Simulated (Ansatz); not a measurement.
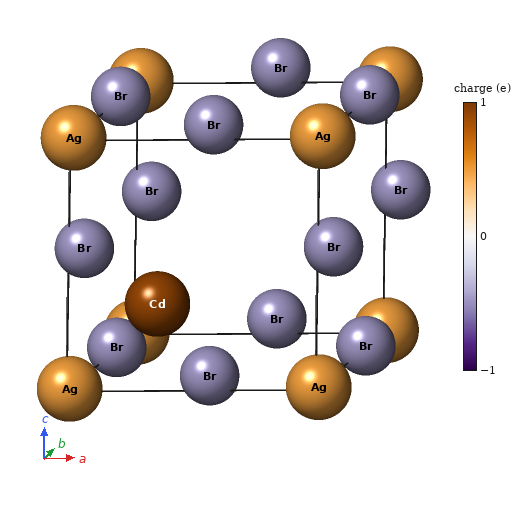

A spheres-only rendering, viewed slightly off an axis. One simulation cell is framed, with atoms on its boundary repeated. The atoms of this CdAgBr₃ cell are coloured by their Bader charge.

The numbers come from Ansatz, DFT PBE, scalar-relativistic, plane waves, PAW, using an energy cutoff of 420 eV, k-points on a 6×6×6 grid, Gaussian smearing of 0.02 eV, no spin polarisation.

Q: Which atoms are positive and which negative?

A: Most positive: Cd; most negative: Br. Charges: about Cd +0.9 e; Ag +0.5 e; Br -0.5 e.

The initial geometry was a structure type filled with these elements by a generator (whether the compound takes this form wasn't checked). Earlier steps of the study may have refined or changed the cell and positions. Ansatz was used for an electronic-structure calculation on it.
